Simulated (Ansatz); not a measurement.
Run report: Si3N2H10OF, geometry relaxation (part 2 of 3)

Continued. System: Si3N2H10OF, multiplicity 2. Method: UKS PBE0-D4/def2-TZVP (Ansatz 0.2.0). The geometry is a transition state displaced along its imaginary mode. The reaction was set up to form Si1–F8 and N2–H7 and to break Si1–N2 and H7–F8 (atoms counted from 1 in the order of the input); sticks are drawn by distance alone.

Geometry of the input (Å):
```
Si -1.1624  -0.7190  -0.1848
N  0.3355  -0.7920  -1.4236
Si 0.8922  0.8200  -2.0224
N  -1.0467  0.7096  0.7368
Si 0.0446  0.8038  2.1028
O  -1.7127  -2.2349  0.1572
H  0.9300  -1.1465  -0.7244
F  0.3450  -1.2156  0.9746
H  0.1881  -1.4956  -2.1518
H  1.6289  1.4437  -0.9110
H  -0.3045  1.5798  -2.4364
H  1.7678  0.5245  -3.1787
H  -1.7634  1.4151  0.6243
H  -0.3606  2.1268  2.6978
H  -0.1455  -0.1889  3.1852
H  1.4679  0.9741  1.7152
H  -1.1041  -2.6047  0.8392
```

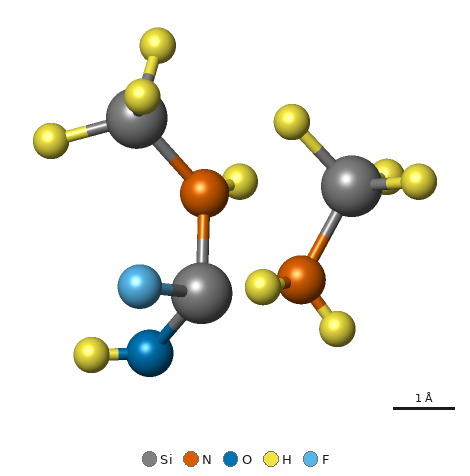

The geometry at step 14 of the log (ball-and-stick view, seen at a tilt).

## Trajectory as extended XYZ, continued
```
17
Properties=species:S:1:pos:R:3:forces:R:3 step=6 energy=-31529.36717
Si   -0.9454   -0.8806   -0.0180   -0.0773  -0.0459  -0.1642
N     0.4982   -0.8665   -1.4934    0.3261  -0.1744  -0.0864
Si    0.8815    0.8172   -1.9952   -0.0587   0.0054  -0.0181
N    -0.9494    0.6355    0.8315   -0.0732  -0.1036   0.0074
Si    0.0121    1.0388    2.2229    0.0054   0.1197  -0.0153
O    -1.8918   -2.2464    0.1118    0.1395   0.0713   0.2603
H     1.3347   -1.3630   -1.1541   -0.3173   0.1376  -0.0963
F     0.2871   -1.4901    0.9189    0.1591   0.0000   0.1129
H     0.1053   -1.4064   -2.2636    0.0369   0.0718   0.0908
H     1.6736    1.4125   -0.9018    0.0066   0.0011   0.0092
H    -0.4086    1.5002   -2.2339    0.0375  -0.0114   0.0161
H     1.6752    0.7644   -3.2485    0.0026  -0.0001  -0.0006
H    -1.6236    1.3221    0.5279    0.0003  -0.0591   0.0263
H    -0.4210    2.3920    2.6766   -0.0045  -0.0236   0.0059
H    -0.1478    0.0857    3.3503   -0.0053   0.0005  -0.0164
H     1.4586    1.1304    1.8805   -0.0019  -0.0440   0.0266
H    -1.5384   -2.8456    0.7882   -0.1757   0.0545  -0.1584
17
Properties=species:S:1:pos:R:3:forces:R:3 step=7 energy=-31529.38057
Si   -0.9345   -0.8887   -0.0173    0.0641  -0.2059  -0.0414
N     0.5052   -0.8669   -1.5102    0.1790  -0.0792  -0.0572
Si    0.8890    0.8206   -1.9950   -0.0140  -0.0016  -0.0179
N    -0.9486    0.6218    0.8298   -0.0535   0.0373   0.0699
Si    0.0081    1.0466    2.2197    0.0017   0.0020   0.0009
O    -1.8991   -2.2382    0.1344    0.1326   0.1526   0.1555
H     1.3326   -1.3732   -1.1804   -0.1248   0.0576  -0.0238
F     0.3149   -1.4951    0.9206   -0.0881   0.0767  -0.1279
H     0.1025   -1.3956   -2.2810    0.0051   0.0457   0.0507
H     1.6869    1.4066   -0.8999    0.0017  -0.0097   0.0043
H    -0.3988    1.5097   -2.2207    0.0138  -0.0084   0.0106
H     1.6769    0.7789   -3.2529   -0.0022   0.0063   0.0061
H    -1.6415    1.2927    0.5339    0.0061  -0.0330   0.0115
H    -0.4315    2.3997    2.6664    0.0044  -0.0158  -0.0174
H    -0.1572    0.0979    3.3500   -0.0075   0.0108   0.0047
H     1.4583    1.1218    1.8886   -0.0216  -0.0032   0.0073
H    -1.5633   -2.8384    0.8141   -0.0968  -0.0322  -0.0360
17
Properties=species:S:1:pos:R:3:forces:R:3 step=8 energy=-31529.39310
Si   -0.9223   -0.8920   -0.0185    0.0086  -0.0320   0.1405
N     0.5179   -0.8724   -1.5645    0.0620   0.2428   0.0482
Si    0.9151    0.8138   -2.0240    0.0153  -0.0182   0.0081
N    -0.9708    0.6104    0.8568   -0.0410  -0.0965  -0.0909
Si   -0.0156    1.0405    2.2440   -0.0297   0.0028  -0.0417
O    -1.8853   -2.2327    0.1895    0.0641   0.1287   0.1114
H     1.3312   -1.3868   -1.2228   -0.1277  -0.0891  -0.1523
F     0.3638   -1.4690    0.8735   -0.0294   0.0121  -0.0483
H     0.0681   -1.3691   -2.3273    0.1294  -0.1261   0.0302
H     1.7110    1.3812   -0.9170   -0.0070  -0.0065   0.0076
H    -0.3694    1.5109   -2.2405   -0.0021   0.0096   0.0044
H     1.7090    0.7986   -3.2786   -0.0060   0.0101  -0.0046
H    -1.6656    1.2785    0.5588    0.0005  -0.0394   0.0228
H    -0.4498    2.3993    2.6762    0.0052  -0.0055  -0.0090
H    -0.1980    0.1055    3.3830    0.0089  -0.0077   0.0115
H     1.4349    1.1003    1.9178   -0.0038   0.0016   0.0155
H    -1.5739   -2.8169    0.8936   -0.0474   0.0132  -0.0534
17
Properties=species:S:1:pos:R:3:forces:R:3 step=9 energy=-31529.41318
Si   -0.9092   -0.9169   -0.0041    0.0447  -0.3091   0.1942
N     0.5496   -0.8756   -1.6235   -0.1427   0.4020  -0.1347
Si    0.9463    0.8199   -2.0303    0.0288  -0.0998   0.0153
N    -0.9767    0.5770    0.8659   -0.0861   0.0974  -0.0742
Si   -0.0352    1.0475    2.2466   -0.0029  -0.0389  -0.0067
O    -1.9165   -2.2112    0.2798    0.0798   0.1345   0.0417
H     1.3501   -1.4177   -1.3173    0.0489  -0.1714  -0.0451
F     0.4105   -1.4873    0.8328   -0.1373   0.0119  -0.0948
H     0.0676   -1.3411   -2.3878    0.1471  -0.0943   0.0880
H     1.7474    1.3537   -0.9085   -0.0069  -0.0083  -0.0150
H    -0.3402    1.5253   -2.2081   -0.0044   0.0110  -0.0007
H     1.7255    0.8606   -3.2963   -0.0130   0.0231   0.0310
H    -1.7012    1.2178    0.5758    0.0392  -0.0263   0.0361
H    -0.4776    2.4143    2.6417   -0.0032  -0.0115  -0.0055
H    -0.2206    0.1351    3.4052    0.0033   0.0076   0.0102
H     1.4182    1.0993    1.9363   -0.0032   0.0093  -0.0082
H    -1.6377   -2.8007    0.9918    0.0079   0.0629  -0.0317
17
Properties=species:S:1:pos:R:3:forces:R:3 step=10 energy=-31529.43801
Si   -0.9044   -0.9745    0.0239   -0.0637  -0.5384   0.4451
N     0.5962   -0.8646   -1.7131   -0.1633   0.2360  -0.2940
Si    0.9915    0.8313   -2.0389    0.0856   0.0182  -0.0374
N    -0.9851    0.5306    0.8698   -0.0993   0.1622  -0.1420
Si   -0.0573    1.0538    2.2401   -0.0399  -0.0790   0.0102
O    -1.9777   -2.1896    0.4318    0.2244   0.1979  -0.0498
H     1.3789   -1.4478   -1.4467    0.0833  -0.0985   0.0436
F     0.4571   -1.5366    0.7766   -0.2681   0.0067  -0.1268
H     0.0921   -1.2992   -2.4825    0.1057  -0.0215   0.1572
H     1.7986    1.3192   -0.8974   -0.0169  -0.0150  -0.0421
H    -0.2962    1.5513   -2.1657    0.0183  -0.0046  -0.0052
H     1.7581    0.9663   -3.3133   -0.0456   0.0127   0.1051
H    -1.7480    1.1351    0.5927    0.1125  -0.0493   0.0625
H    -0.5195    2.4265    2.5916    0.0146  -0.0259  -0.0182
H    -0.2450    0.1761    3.4287    0.0077   0.0228  -0.0199
H     1.3981    1.0974    1.9419   -0.0089   0.0193  -0.0230
H    -1.7372   -2.7754    1.1605    0.0536   0.1565  -0.0652
17
Properties=species:S:1:pos:R:3:forces:R:3 step=11 energy=-31529.46222
Si   -0.9239   -1.0472    0.0641   -0.2015  -0.8159   0.5550
N     0.6373   -0.8363   -1.7722   -0.0259   0.1781  -0.3289
Si    1.0298    0.8661   -2.0464    0.0713  -0.1119  -0.0520
N    -0.9875    0.4838    0.8535   -0.1886   0.2144  -0.2075
Si   -0.0675    1.0448    2.2091    0.0043  -0.0382   0.1165
O    -2.0520   -2.1871    0.5786    0.4517   0.3361  -0.1354
H     1.4076   -1.4452   -1.5190    0.0052   0.0777   0.0782
F     0.4605   -1.6131    0.7491   -0.3304   0.0002  -0.1066
H     0.1325   -1.2660   -2.5429    0.0377   0.0561   0.1438
H     1.8406    1.3217   -0.8917   -0.0333  -0.0171  -0.0599
H    -0.2594    1.5946   -2.1412    0.0504  -0.0254  -0.0054
H     1.7932    1.0702   -3.3213   -0.0881  -0.0147   0.1800
H    -1.7761    1.0628    0.5883    0.1591  -0.0678   0.0743
H    -0.5402    2.4228    2.5283    0.0240  -0.0501  -0.0296
H    -0.2515    0.1955    3.4221    0.0100   0.0376  -0.0549
H     1.3880    1.0861    1.9119   -0.0151   0.0145  -0.0267
H    -1.8311   -2.7535    1.3296    0.0690   0.2265  -0.1408
17
Properties=species:S:1:pos:R:3:forces:R:3 step=12 energy=-31529.48097
Si   -0.9404   -1.1734    0.0977   -0.5743  -0.7584   0.5978
N     0.6536   -0.7596   -1.7568    0.2624  -0.7561  -0.1567
Si    1.0229    0.9273   -2.0055    0.1369   0.3375  -0.1092
N    -0.9383    0.4263    0.7580   -0.2039  -0.0247  -0.0717
Si   -0.0350    1.0198    2.1158   -0.0327   0.0264   0.0500
O    -2.1583   -2.2039    0.6931    0.7889   0.5716  -0.2032
H     1.4235   -1.3707   -1.4830   -0.0951   0.3550   0.1181
F     0.4093   -1.7837    0.7938   -0.2590   0.0844  -0.1889
H     0.2090   -1.2322   -2.5369   -0.1627   0.1873   0.0440
H     1.8299    1.3721   -0.8438   -0.0418   0.0040  -0.0543
H    -0.2687    1.6568   -2.0978    0.0831  -0.0380  -0.0091
H     1.7971    1.1799   -3.2708   -0.1274  -0.0596   0.2081
H    -1.7394    0.9887    0.4921    0.1734  -0.0730   0.0718
H    -0.5173    2.4045    2.3954    0.0232  -0.0824  -0.0257
H    -0.2170    0.2005    3.3520    0.0093   0.0412  -0.1021
H     1.4202    1.0730    1.8162   -0.0205  -0.0235   0.0021
H    -1.9509   -2.7252    1.4806    0.0402   0.2084  -0.1709
17
Properties=species:S:1:pos:R:3:forces:R:3 step=13 energy=-31529.51093
Si   -0.9765   -1.2002    0.0852   -0.4523  -0.6874   0.6957
N     0.6810   -0.7591   -1.7618    0.0481   0.0176  -0.0985
Si    1.0245    0.9512   -1.9872    0.0183  -0.0927  -0.0712
N    -0.9558    0.3991    0.7288   -0.1187   0.1236  -0.1085
Si   -0.0301    0.9830    2.0723   -0.0541   0.0258   0.0780
O    -2.1716   -2.1848    0.7771    0.7049   0.3356  -0.1493
H     1.4563   -1.3376   -1.4494   -0.1539   0.1186  -0.0446
F     0.3919   -1.7966    0.7393   -0.1178  -0.0547  -0.0478
H     0.2176   -1.2180   -2.5387    0.0925   0.0452   0.0775
H     1.8023    1.4106   -0.8119   -0.0433  -0.0166  -0.0445
H    -0.2726    1.6613   -2.1123    0.0365  -0.0229   0.0129
H     1.8137    1.2157   -3.2339   -0.0643  -0.0294   0.1364
H    -1.7441    0.9759    0.4665    0.0702  -0.0143   0.0453
H    -0.4961    2.3718    2.3520    0.0339  -0.0556  -0.0231
H    -0.2226    0.1684    3.3076    0.0194   0.0226  -0.0609
H     1.4240    1.0106    1.7695   -0.0097  -0.0126  -0.0060
H    -1.9418   -2.6514    1.5969   -0.0097   0.2971  -0.3914
17
Properties=species:S:1:pos:R:3:forces:R:3 step=14 energy=-31529.52973
Si   -0.9420   -1.1903    0.0702   -0.5121  -0.4774   0.3023
N     0.6547   -0.7755   -1.7575    0.0364   0.1521   0.0104
Si    0.9726    0.9393   -1.9684    0.0607   0.0411   0.0409
N    -0.9217    0.4108    0.7091   -0.0678   0.1108  -0.1419
Si   -0.0168    0.9733    2.0682    0.0646   0.0335   0.1077
O    -2.1394   -2.1570    0.7400    0.4354   0.1317   0.0320
H     1.4313   -1.3192   -1.3974   -0.0813  -0.0462  -0.1359
F     0.4041   -1.7981    0.7547    0.0322  -0.0221  -0.0533
H     0.2349   -1.2336   -2.5583    0.1160  -0.0736   0.1327
H     1.6978    1.4157   -0.7676   -0.0274  -0.0219  -0.0414
H    -0.3283    1.6283   -2.1397    0.0053  -0.0126  -0.0159
H     1.8109    1.2054   -3.1739   -0.0404  -0.0006   0.0206
H    -1.6866    1.0056    0.4249    0.0030  -0.0168   0.0138
H    -0.4648    2.3655    2.3474    0.0186  -0.0219   0.0082
H    -0.2311    0.1432    3.2857   -0.0053   0.0215  -0.0001
H     1.4414    0.9785    1.7857    0.0145   0.0103   0.0056
H    -1.9169   -2.5917    1.5771   -0.0525   0.1922  -0.2857
17
Properties=species:S:1:pos:R:3:forces:R:3 step=15 energy=-31529.54216
Si   -0.9674   -1.2123    0.0662   -0.1418  -0.0008   0.1953
N     0.6716   -0.7689   -1.7341    0.0096   0.0420  -0.0627
Si    0.9524    0.9490   -1.9534   -0.0007   0.0292   0.0489
N    -0.9154    0.4113    0.6826    0.0996  -0.1205   0.0788
Si    0.0035    0.9667    2.0516   -0.0952  -0.0517  -0.1275
O    -2.1619   -2.1574    0.7410    0.2284   0.1133   0.0011
H     1.4627   -1.2914   -1.3764   -0.0500  -0.0452  -0.0488
F     0.3773   -1.8363    0.7425   -0.0381   0.0126  -0.0162
H     0.2809   -1.2477   -2.5370    0.0700  -0.0260   0.0837
H     1.6565    1.4438   -0.7492   -0.0066   0.0080  -0.0372
H    -0.3606    1.6086   -2.1456    0.0045  -0.0020  -0.0069
H     1.7909    1.2216   -3.1540    0.0011   0.0166  -0.0120
H    -1.6750    1.0135    0.4012   -0.0103  -0.0116   0.0154
H    -0.4256    2.3620    2.3371   -0.0023  -0.0002  -0.0102
H    -0.2212    0.1425    3.2699   -0.0079  -0.0080   0.0017
H     1.4631    0.9616    1.7736   -0.0042  -0.0129  -0.0128
H    -1.9315   -2.5667    1.5840   -0.0560   0.0572  -0.0907
17
Properties=species:S:1:pos:R:3:forces:R:3 step=16 energy=-31529.53450 accepted=F
Si   -0.9552   -1.2302    0.1004   -0.1900  -0.1353  -0.3034
N     0.7209   -0.7679   -1.7549   -0.0011   0.0686   0.0837
Si    0.9370    0.9568   -1.9480    0.1471   0.0818  -0.3211
N    -0.9021    0.3915    0.6966    0.0964  -0.0934   0.1770
Si    0.0061    0.9665    2.0590    0.0347  -0.1319  -0.0581
O    -2.1666   -2.1710    0.7255    0.0568   0.2019  -0.1174
H     1.5090   -1.2941   -1.4009    0.0116   0.0242   0.0155
F     0.3875   -1.8845    0.7287    0.0296   0.0624   0.1362
H     0.3185   -1.2628   -2.5392   -0.0014   0.0373  -0.0014
H     1.6694    1.5175   -0.7942   -0.0535  -0.0920   0.1298
H    -0.3854    1.5965   -2.1417   -0.0405  -0.0544   0.0635
H     1.7500    1.2704   -3.1605   -0.0275  -0.0077  -0.0085
H    -1.6775    0.9805    0.4328   -0.0499  -0.0194  -0.0404
H    -0.4056    2.3753    2.2787    0.0389   0.0460   0.0437
H    -0.2382    0.1772    3.2956   -0.0812   0.0189   0.0498
H     1.4656    0.8800    1.8065    0.0263   0.0758  -0.0497
H    -2.0333   -2.5018    1.6155    0.0037  -0.0828   0.2008
17
Properties=species:S:1:pos:R:3:forces:R:3 step=17 energy=-31529.55025
Si   -0.9651   -1.2222    0.0805   -0.0751  -0.0461   0.0078
N     0.6945   -0.7609   -1.7431    0.0214   0.0670  -0.0052
Si    0.9557    0.9584   -1.9636   -0.0095  -0.0148  -0.0243
N    -0.9128    0.3955    0.6916    0.0195  -0.0221   0.0508
Si    0.0036    0.9561    2.0532   -0.0234  -0.0118  -0.0500
O    -2.1645   -2.1565    0.7411    0.0554   0.0682  -0.0287
H     1.4808   -1.2866   -1.3830    0.0000  -0.0196  -0.0084
F     0.3769   -1.8533    0.7465    0.0190   0.0093   0.0105
H     0.2999   -1.2506   -2.5349    0.0152  -0.0234   0.0048
H     1.6596    1.4698   -0.7685    0.0077   0.0003   0.0055
H    -0.3657    1.6033   -2.1478   -0.0042  -0.0020  -0.0034
H     1.7813    1.2462   -3.1711   -0.0042   0.0110   0.0050
H    -1.6810    0.9915    0.4202   -0.0129  -0.0113  -0.0008
H    -0.4155    2.3577    2.3181    0.0003   0.0134   0.0046
H    -0.2350    0.1487    3.2805    0.0051  -0.0041   0.0085
H     1.4617    0.9328    1.7727    0.0091  -0.0132   0.0055
H    -1.9740   -2.5298    1.6075   -0.0235  -0.0007   0.0178
17
Properties=species:S:1:pos:R:3:forces:R:3 step=18 energy=-31529.55653
Si   -0.9786   -1.2366    0.0961    0.0144  -0.0482   0.0253
N     0.7498   -0.7553   -1.7553    0.0063   0.0660  -0.0047
Si    0.9495    0.9692   -1.9746    0.0006  -0.0395  -0.0348
N    -0.9391    0.3747    0.7191    0.0399  -0.0289   0.0099
Si    0.0180    0.9483    2.0445    0.0214  -0.0186   0.0032
O    -2.1945   -2.1598    0.7277   -0.0207  -0.0195   0.0410
H     1.5432   -1.2592   -1.3817    0.0045   0.0023   0.0261
F     0.3584   -1.8736    0.7633   -0.0089   0.0403  -0.0171
H     0.3725   -1.2693   -2.5397   -0.0105   0.0055   0.0026
H     1.6338    1.4994   -0.7757    0.0035   0.0057   0.0084
H    -0.3933    1.5722   -2.1537    0.0053  -0.0102  -0.0047
H     1.7666    1.3001   -3.1777   -0.0120   0.0055   0.0069
H    -1.7194    0.9620    0.4652   -0.0207   0.0022  -0.0112
H    -0.3644    2.3651    2.2894    0.0065  -0.0074  -0.0063
H    -0.2084    0.1722    3.2954   -0.0022   0.0116   0.0044
H     1.4687    0.8774    1.7330   -0.0079   0.0050   0.0034
H    -2.0626   -2.4868    1.6246   -0.0196   0.0283  -0.0524
17
Properties=species:S:1:pos:R:3:forces:R:3 step=19 energy=-31529.56116
Si   -0.9906   -1.2729    0.1213    0.0254  -0.0404   0.0040
N     0.8114   -0.7247   -1.7502    0.0270  -0.0555  -0.0395
Si    0.9427    0.9974   -2.0029   -0.0069  -0.0376  -0.0285
N    -0.9573    0.3327    0.7505    0.0464   0.0035   0.0513
Si    0.0449    0.9252    2.0352    0.0188   0.0145   0.0180
O    -2.2402   -2.1748    0.7067   -0.0423  -0.1593   0.4438
H     1.6056   -1.1999   -1.3407   -0.0220   0.0646   0.0140
F     0.3341   -1.9217    0.7935   -0.0047   0.0449  -0.0308
H     0.4550   -1.2842   -2.5146    0.0028   0.0810   0.0463
H     1.6030    1.5744   -0.8101   -0.0145   0.0003   0.0050
H    -0.4248    1.5464   -2.1895    0.0340  -0.0226   0.0051
H     1.7472    1.3607   -3.2073   -0.0272  -0.0228   0.0231
H    -1.7483    0.9125    0.5114    0.0013   0.0019   0.0006
H    -0.2905    2.3632    2.2368    0.0171  -0.0521  -0.0175
H    -0.1809    0.2061    3.3232    0.0108   0.0272  -0.0441
H     1.4870    0.7962    1.6947   -0.0536   0.0029   0.0118
H    -2.1981   -2.4365    1.6420   -0.0124   0.1494  -0.4625
17
Properties=species:S:1:pos:R:3:forces:R:3 step=20 energy=-31529.56544
Si   -0.9978   -1.2751    0.1174    0.0502  -0.0275  -0.0107
N     0.8229   -0.7178   -1.7309    0.0349  -0.0992  -0.0495
Si    0.9321    1.0017   -2.0012   -0.0180  -0.0084  -0.0208
N    -0.9582    0.3278    0.7526    0.0092   0.0018   0.0254
Si    0.0563    0.9169    2.0271    0.0411   0.0236   0.0320
O    -2.2539   -2.1717    0.6977   -0.0302  -0.0847   0.2141
H     1.6214   -1.1755   -1.3088   -0.0489   0.0637   0.0019
F     0.3252   -1.9292    0.7878   -0.0227   0.0245  -0.0139
H     0.4820   -1.2905   -2.4932    0.0162   0.0883   0.0601
H     1.5788    1.5996   -0.8101   -0.0178  -0.0005  -0.0122
H    -0.4421    1.5306   -2.1998    0.0401  -0.0214   0.0085
H     1.7354    1.3608   -3.2071   -0.0189  -0.0141   0.0219
H    -1.7482    0.9110    0.5175    0.0070  -0.0015   0.0060
H    -0.2644    2.3592    2.2219    0.0190  -0.0553  -0.0119
H    -0.1676    0.2054    3.3196    0.0092   0.0304  -0.0394
H     1.4954    0.7717    1.6789   -0.0586   0.0061   0.0125
H    -2.2173   -2.4249    1.6304   -0.0117   0.0743  -0.2238
17
Properties=species:S:1:pos:R:3:forces:R:3 step=21 energy=-31529.57204
Si   -1.0069   -1.2929    0.1139   -0.0179  -0.0091  -0.0382
N     0.8820   -0.6923   -1.6750    0.1885  -0.2685  -0.0540
Si    0.8784    1.0199   -2.0097   -0.0447   0.0189   0.0632
N    -0.9577    0.2972    0.7818   -0.0099  -0.0148   0.0234
Si    0.1137    0.8860    2.0092    0.0552   0.0459   0.0091
O    -2.3127   -2.1621    0.6286    0.0521   0.0094   0.0698
H     1.6872   -1.0729   -1.1804   -0.2691   0.1461  -0.1670
F     0.2867   -1.9807    0.8039   -0.0344   0.0017  -0.0019
H     0.6236   -1.3249   -2.4297    0.0858   0.2414   0.2477
H     1.4573    1.7133   -0.8265   -0.0619  -0.0705  -0.1040
H    -0.5273    1.4537   -2.2539    0.1215  -0.0536   0.0260
H     1.6826    1.3863   -3.2115   -0.0177  -0.0063   0.0113
H    -1.7454    0.8899    0.5609    0.0259  -0.0160   0.0184
H    -0.1379    2.3495    2.1597    0.0244  -0.0962  -0.0098
H    -0.1063    0.2309    3.3328    0.0176   0.0369  -0.0556
H     1.5368    0.6634    1.6256   -0.1036   0.0150   0.0277
H    -2.3540   -2.3641    1.5704   -0.0116   0.0198  -0.0663
```
